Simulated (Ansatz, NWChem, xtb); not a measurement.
**Ligand exchange: KCl + RbI → KI + RbCl**

Species: KCl, singlet; RbI, singlet; KI, singlet; RbCl, singlet. The partners trade Cl for I: K–Cl and Rb–I bonds give way to K–I and Rb–Cl.

Shapes, held fixed at every level: PBE0-D4/def2-TZVP; RbI, KI at the measured bond length. Programs: Ansatz 0.2.0, NWChem 7.3.0, xtb 6.7.1. A level may come from different programs for different species; with the same settings they agree closely. Electronic energies: no zero-point or thermal term.

| level | kind | ΔE (kJ/mol) |
| --- | --- | --- |
| GFN0-xTB | semi-empirical | -30.3 |
| HF/3-21G | Hartree–Fock | -1.3 |
| revPBE/STO-3G | GGA | -11.7 |
| BHLYP/STO-3G | global hybrid | -16.3 |
| r2SCAN0/STO-3G | global hybrid | -13.7 |
| wB97X/STO-3G | range-separated hybrid | -12.4 |
| RPA@PBE/STO-3G | RPA | -18.4 |
| CCSDT(Q)/STO-3G | coupled cluster or CI | -20.4 |
| PBE0/def2-SVP | global hybrid | -4.4 |

PBE0/def2-SVP gives ΔE = -4.4 kJ/mol; the levels span -30.3 to -1.3. The median of the levels is -13.7. No measured value is set beside it here. For atoms past krypton def2 sets carry core potentials with scalar relativity. All-electron rows are non-relativistic unless named. Outer-core shells of I, K, Rb are correlated, in sets that cover them unevenly. Rows in sets without polarisation functions are far from converged.

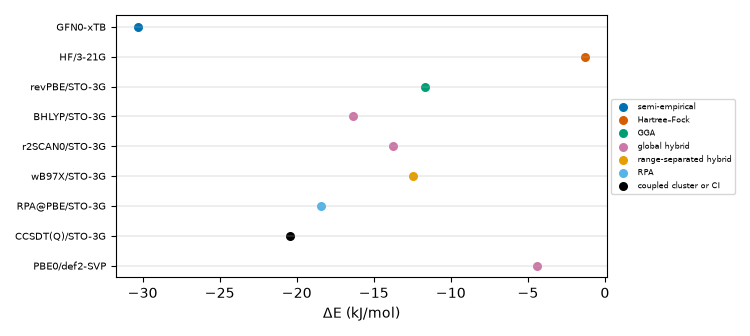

The values of the table, level by level.
